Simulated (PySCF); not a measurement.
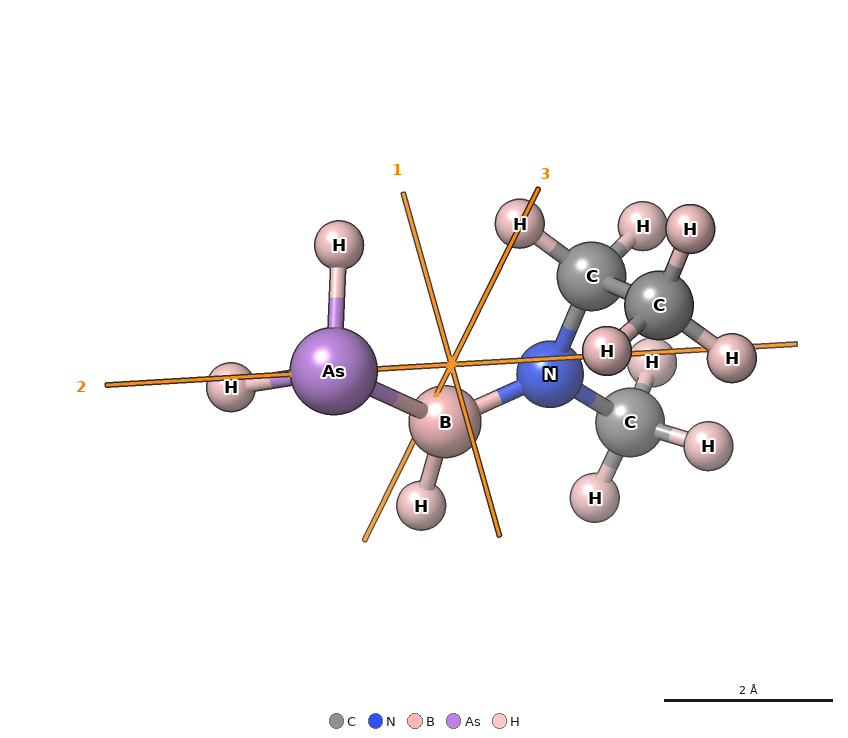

The three principal axes of inertia are drawn and numbered. Distant atoms are faded towards the background colour. The geometry was computed by an optimisation with PBE0-D3(BJ)/def2-SVP. No frequency run is at hand to confirm it as a minimum. Masses are those of the most abundant isotopes; constants are for the rigid equilibrium geometry.

Question: Which line is the a axis (least moment of inertia), which b and which c?

Answer: a is line 2, b is line 3, c is line 1; the moments are 132, 450, 546 u Å².

Question: What kind of rotor is it, and what are its rotational constants in cm⁻¹?

Answer: An asymmetric top (C1): A = 0.127, B = 0.0375, C = 0.0309 cm⁻¹. Ray's parameter κ is −0.86, close to the prolate limit.
